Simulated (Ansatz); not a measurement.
**Nudged elastic band, with input and output: CH₇BO (part 1 of 2)**

CH₇BO, computed with RKS B3LYP-D4/cc-pVDZ (Ansatz 0.2.0).

It belongs to a series of runs on one base structure; here: band between the two ends.

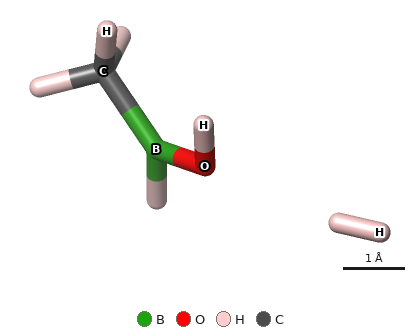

*The structure as given in the input (stick view, seen at a tilt).*

Bond lengths as drawn: B–C 1.57 Å, B–H 1.21 Å, B–O 1.36 Å, C–H 1.10 to 1.11 Å, H–H 0.76 Å and H–O 0.97 Å.

**Summary**

```csv
quantity,value
outcome,converged
"barrier, forward",1.839 eV
"barrier, backward",0.919 eV
hardware,"1 thread of Arm Neoverse V2, 24 GiB of memory available, shared host"
wall time,7 min
peak memory,0.13 GiB
```

**Remarks**

The order of the saddle point was not checked.

**Input file**
```yaml
crystal:
  periodic: [false, false, false]
  atoms:
    - { symbol: B, position_ang: [-0.306532, -0.319557, -0.180174] }
    - { symbol: O, position_ang: [-0.273806, 0.515094, 0.895126] }
    - { symbol: H, position_ang: [-1.156304, 0.79642, 1.181383] }
    - { symbol: H, position_ang: [0.778695, -0.694479, -0.55945] }
    - { symbol: C, position_ang: [-1.6323, -0.769092, -0.893435] }
    - { symbol: H, position_ang: [-1.697628, -1.872318, -0.917491] }
    - { symbol: H, position_ang: [-2.560806, -0.378676, -0.440886] }
    - { symbol: H, position_ang: [-1.609754, -0.454422, -1.953535] }
    - { symbol: H, position_ang: [1.21799, 3.050871, 2.247101] }
    - { symbol: H, position_ang: [0.977546, 2.406959, 1.916261] }
basis:
  gaussian: { orbitals: cc-pVDZ }
hamiltonian:
  xc: b3lyp
  dispersion: d4
neb:
  order_check: false
  images: 9
  f_tol: 0.05
  max_iterations: 60
  final_atoms:
    - { symbol: B, position_ang: [-0.06206476, 0.45564646, -0.15393776] }
    - { symbol: O, position_ang: [-0.25678261, 0.35318749, 1.60827476] }
    - { symbol: H, position_ang: [-1.06623276, 0.84061861, 1.83523731] }
    - { symbol: H, position_ang: [1.01305558, -0.10374034, -0.26312766] }
    - { symbol: C, position_ang: [-1.34026337, -0.30724521, -0.71823852] }
    - { symbol: H, position_ang: [-1.3847183, -1.37104504, -0.42698079] }
    - { symbol: H, position_ang: [-2.30450431, 0.1619128, -0.44339164] }
    - { symbol: H, position_ang: [-1.30117762, -0.28389862, -1.82304081] }
    - { symbol: H, position_ang: [-0.02988816, 1.6670652, -0.3157165] }
    - { symbol: H, position_ang: [0.4696773, 0.86829864, 1.99582162] }
  initial_path:
    images:
      - { positions_ang: [[-0.306532, -0.319557, -0.180174], [-0.273806, 0.515094, 0.895126], [-1.156304, 0.79642, 1.181383], [0.778695, -0.694479, -0.55945], [-1.6323, -0.769092, -0.893435], [-1.697628, -1.872318, -0.917491], [-2.560806, -0.378676, -0.440886], [-1.609754, -0.454422, -1.953535], [1.21799, 3.050871, 2.247101], [0.977546, 2.406959, 1.916261]] }
      - { positions_ang: [[-0.24236065, -0.25292671, -0.13185902], [-0.22491727, 0.4922382, 1.07164483], [-1.11116213, 0.66684044, 1.37658231], [0.83451613, -0.56716382, -0.54877016], [-1.57564124, -0.66373284, -0.86193394], [-1.73093176, -1.72391025, -0.79672681], [-2.45000317, -0.17359928, -0.4807227], [-1.51246538, -0.44775321, -1.92440762], [0.97315115, 2.73993502, 1.83930975], [0.77691532, 2.21087246, 1.75178335]] }
      - { positions_ang: [[-0.1781893, -0.18629643, -0.08354403], [-0.17602853, 0.4693824, 1.24816366], [-1.06602026, 0.53726088, 1.57178162], [0.89033725, -0.43984865, -0.53809031], [-1.51898248, -0.55837368, -0.83043287], [-1.76423551, -1.5755025, -0.67596262], [-2.33920034, 0.03147744, -0.52055939], [-1.41517676, -0.44108443, -1.89528024], [0.72831229, 2.42899904, 1.4315185], [0.57628464, 2.01478592, 1.58730569]] }
      - { positions_ang: [[-0.11401795, -0.11966614, -0.03522905], [-0.1271398, 0.4465266, 1.42468249], [-1.02087839, 0.40768132, 1.76698093], [0.94615838, -0.31253347, -0.52741047], [-1.46232371, -0.45301451, -0.79893181], [-1.79753927, -1.42709475, -0.55519843], [-2.22839751, 0.23655416, -0.56039609], [-1.31788815, -0.43441564, -1.86615286], [0.48347344, 2.11806306, 1.02372724], [0.37565396, 1.81869939, 1.42282804]] }
      - { positions_ang: [[-0.0498466, -0.05303585, 0.01308594], [-0.07825107, 0.4236708, 1.60120132], [-0.97573652, 0.27810176, 1.96218025], [1.00197951, -0.1852183, -0.51673062], [-1.40566495, -0.34765535, -0.76743074], [-1.83084302, -1.278687, -0.43443425], [-2.11759467, 0.44163088, -0.60023278], [-1.22059953, -0.42774686, -1.83702548], [0.23863459, 1.80712707, 0.61593599], [0.17502327, 1.62261285, 1.25835038]] }
      - { positions_ang: [[0.01432475, 0.01359443, 0.06140092], [-0.02936233, 0.400815, 1.77772015], [-0.93059465, 0.1485222, 2.15737956], [1.05780063, -0.05790312, -0.50605078], [-1.34900619, -0.24229619, -0.73592968], [-1.86414678, -1.13027925, -0.31367006], [-2.00679184, 0.6467076, -0.64006948], [-1.12331091, -0.42107807, -1.8078981], [-0.00620426, 1.49619109, 0.20814474], [-0.02560741, 1.42652631, 1.09387273]] }
      - { positions_ang: [[-0.00095315, 0.10200484, 0.01833319], [-0.07484639, 0.3912895, 1.74383107], [-0.95772227, 0.28694148, 2.09295111], [1.04885162, -0.06707057, -0.45746615], [-1.34725763, -0.25528599, -0.73239145], [-1.76826108, -1.17843241, -0.3363322], [-2.06633434, 0.54974864, -0.60073391], [-1.15888425, -0.39364218, -1.81092665], [-0.01094104, 1.53036591, 0.10337249], [0.07344953, 1.31488078, 1.27426251]] }
      - { positions_ang: [[-0.01623105, 0.19041524, -0.02473455], [-0.12033044, 0.381764, 1.70994199], [-0.98484989, 0.42536076, 2.02852266], [1.03990261, -0.07623801, -0.40888153], [-1.34550906, -0.2682758, -0.72885322], [-1.67237539, -1.22658556, -0.35899435], [-2.12587683, 0.45278968, -0.56139834], [-1.1944576, -0.36620629, -1.81395519], [-0.01567782, 1.56454073, -0.00139976], [0.17250647, 1.20323524, 1.45465228]] }
      - { positions_ang: [[-0.03150895, 0.27882565, -0.06780229], [-0.1658145, 0.3722385, 1.67605291], [-1.01197751, 0.56378004, 1.96409421], [1.0309536, -0.08540545, -0.36029691], [-1.3437605, -0.2812656, -0.72531498], [-1.57648969, -1.27473872, -0.3816565], [-2.18541933, 0.35583072, -0.52206278], [-1.23003094, -0.3387704, -1.81698373], [-0.0204146, 1.59871555, -0.106172], [0.27156342, 1.09158971, 1.63504206]] }
      - { positions_ang: [[-0.04678685, 0.36723605, -0.11087002], [-0.21129856, 0.362713, 1.64216383], [-1.03910514, 0.70219932, 1.89966576], [1.02200459, -0.0945729, -0.31171228], [-1.34201193, -0.29425541, -0.72177675], [-1.48060399, -1.32289188, -0.40431864], [-2.24496182, 0.25887176, -0.48272721], [-1.26560428, -0.31133451, -1.82001227], [-0.02515138, 1.63289038, -0.21094425], [0.37062036, 0.97994418, 1.81543184]] }
      - { positions_ang: [[-0.06206476, 0.45564646, -0.15393776], [-0.25678261, 0.35318749, 1.60827476], [-1.06623276, 0.84061861, 1.83523731], [1.01305558, -0.10374034, -0.26312766], [-1.34026337, -0.30724521, -0.71823852], [-1.3847183, -1.37104504, -0.42698079], [-2.30450431, 0.1619128, -0.44339164], [-1.30117762, -0.28389862, -1.82304081], [-0.02988816, 1.6670652, -0.3157165], [0.4696773, 0.86829864, 1.99582162]] }
```

Run as:
```bash
ansatz run input.yaml --threads 1 --pin off --max-ram 2048MiB --backend cpu --events-out ev --progress --plain --runs-dir out
```

**Log**
```
Engine: ansatz 0.2.0, aarch64-unknown-linux-gnu
Functional definition: B3LYP
  parameter a0 = 0.2
  parameter ax = 0.72
  parameter ac = 0.81
  exchange = (1 - a0 - ax)*slater_x + ax*b88_x + a0*exact_x
  correlation = (1 - ac)*vwn_rpa_c + ac*lyp_c
813 factors; integrals over basis functions are off by at most 3.9e-4 eV
mean field evaluation 1: about -3868.6453 eV, gradient 5.7e1 eV
mean field evaluation 2: about -3862.9575 eV, gradient 7.8e1 eV
mean field evaluation 4: about -3875.5730 eV, gradient 2.7e0 eV
mean field evaluation 8: about -3875.5900 eV, gradient 8.4e-2 eV
mean field -3875.58999808 eV, -142.4253054602 hartree, gradient 6.2e-5 eV, S^2 0.000000; 0 other end points of the search recorded, 0 dependent functions left out
the calculation of the forces begins
reference -3875.59023945 eV, -142.4253143302 hartree; 13, 13 occupied and 64, 64 virtual orbitals, 813 factors
814 factors; integrals over basis functions are off by at most 9.6e-4 eV
mean field evaluation 16: about -3862.9639 eV, gradient 7.1e1 eV
mean field -3874.64434827 eV, -142.3905534705 hartree, gradient 7.7e-5 eV, S^2 0.000000; 0 other end points of the search recorded, 0 dependent functions left out
[... from here on the field's lines of each further geometry are left out, up to the last ...]
NEB iter   1: max|band force component| = 2.713e1 eV/Å  barrier→ = 4.4005 eV  barrier← = 3.4802 eV  Δτ_max = 0.1990 Å  (254 SCF iters)
NEB iter   2: max|band force component| = 4.743e0 eV/Å  barrier→ = 2.3520 eV  barrier← = 1.4317 eV  Δτ_max = 0.1970 Å  (243 SCF iters)
NEB iter   3: max|band force component| = 2.656e0 eV/Å  barrier→ = 2.2795 eV  barrier← = 1.3592 eV  Δτ_max = 0.2000 Å  (228 SCF iters)
NEB iter   4: max|band force component| = 5.254e0 eV/Å  barrier→ = 2.6013 eV  barrier← = 1.6810 eV  Δτ_max = 0.1041 Å  (223 SCF iters)
NEB iter   5: max|band force component| = 4.315e0 eV/Å  barrier→ = 2.4093 eV  barrier← = 1.4890 eV  Δτ_max = 0.1015 Å  (225 SCF iters)
NEB iter   6: max|band force component| = 2.240e0 eV/Å  barrier→ = 2.1042 eV  barrier← = 1.1839 eV  Δτ_max = 0.2000 Å  (219 SCF iters)
NEB iter   7: max|band force component| = 1.939e0 eV/Å  barrier→ = 1.5713 eV  barrier← = 0.6509 eV  Δτ_max = 0.2000 Å  (217 SCF iters)
NEB iter   8: max|band force component| = 4.250e0 eV/Å  barrier→ = 1.9326 eV  barrier← = 1.0123 eV  Δτ_max = 0.0999 Å  (217 SCF iters)
NEB iter   9: max|band force component| = 2.114e0 eV/Å  barrier→ = 2.0302 eV  barrier← = 1.1098 eV  Δτ_max = 0.1010 Å  (213 SCF iters)
NEB iter  10: max|band force component| = 1.125e0 eV/Å  barrier→ = 1.9519 eV  barrier← = 1.0316 eV  Δτ_max = 0.1009 Å  (216 SCF iters)
NEB iter  11: max|band force component| = 8.751e-1 eV/Å  barrier→ = 1.9544 eV  barrier← = 1.0341 eV  Δτ_max = 0.1001 Å  (224 SCF iters)
NEB iter  12: max|band force component| = 1.091e0 eV/Å  barrier→ = 1.8529 eV  barrier← = 0.9325 eV  Δτ_max = 0.0503 Å  (215 SCF iters)
NEB iter  13: max|band force component| = 5.310e-1 eV/Å  barrier→ = 1.7521 eV  barrier← = 0.8318 eV  Δτ_max = 0.1000 Å  (214 SCF iters)
NEB iter  14: max|band force component| = 6.028e-1 eV/Å  barrier→ = 1.5011 eV  barrier← = 0.5808 eV  Δτ_max = 0.0500 Å  (215 SCF iters)
NEB iter  15: max|band force component| = 5.674e-1 eV/Å  barrier→ = 1.3900 eV  barrier← = 0.4696 eV  Δτ_max = 0.0500 Å  (205 SCF iters)
NEB iter  16: max|band force component| = 1.862e0 eV/Å  barrier→ = 1.3143 eV  barrier← = 0.3940 eV  CI = image 7  Δτ_max = 0.0501 Å  (208 SCF iters)
NEB iter  17: max|band force component| = 1.849e0 eV/Å  barrier→ = 1.4374 eV  barrier← = 0.5171 eV  CI = image 7  Δτ_max = 0.1008 Å  (202 SCF iters)
NEB iter  18: max|band force component| = 1.449e0 eV/Å  barrier→ = 1.7282 eV  barrier← = 0.8079 eV  CI = image 7  Δτ_max = 0.2000 Å  (215 SCF iters)
NEB iter  19: max|band force component| = 2.569e0 eV/Å  barrier→ = 2.0585 eV  barrier← = 1.1381 eV  CI = image 7  Δτ_max = 0.0988 Å  (217 SCF iters)
NEB iter  20: max|band force component| = 7.559e-1 eV/Å  barrier→ = 1.8247 eV  barrier← = 0.9043 eV  CI = image 7  Δτ_max = 0.1324 Å  (206 SCF iters)
NEB iter  21: max|band force component| = 2.707e-1 eV/Å  barrier→ = 1.8522 eV  barrier← = 0.9318 eV  CI = image 7  Δτ_max = 0.0485 Å  (212 SCF iters)
NEB iter  22: max|band force component| = 1.417e-1 eV/Å  barrier→ = 1.8451 eV  barrier← = 0.9248 eV  CI = image 7  Δτ_max = 0.0452 Å  (206 SCF iters)
NEB iter  23: max|band force component| = 1.012e-1 eV/Å  barrier→ = 1.8410 eV  barrier← = 0.9207 eV  CI = image 7  Δτ_max = 0.0559 Å  (207 SCF iters)
NEB iter  24: max|band force component| = 9.425e-2 eV/Å  barrier→ = 1.8396 eV  barrier← = 0.9192 eV  CI = image 7  Δτ_max = 0.0416 Å  (205 SCF iters)
NEB iter  25: max|band force component| = 1.351e-1 eV/Å  barrier→ = 1.8391 eV  barrier← = 0.9188 eV  CI = image 7  Δτ_max = 0.0144 Å  (202 SCF iters)
the calculation of the forces begins
reference -3874.62986987 eV, -142.3900213993 hartree; 13, 13 occupied and 64, 64 virtual orbitals, 814 factors
813 factors; integrals over basis functions are off by at most 9.5e-4 eV
mean field -3873.72217639 eV, -142.3566642792 hartree, gradient 1.6e-5 eV, S^2 0.000000; 1 other end points of the search recorded, 0 dependent functions left out
the calculation of the forces begins
reference -3873.72238930 eV, -142.3566721036 hartree; 13, 13 occupied and 64, 64 virtual orbitals, 813 factors
NEB iter  26: max|band force component| = 2.547e-2 eV/Å  barrier→ = 1.8391 eV  barrier← = 0.9187 eV  CI = image 7  Δτ_max = 0.0000 Å  (401 SCF iters)
```
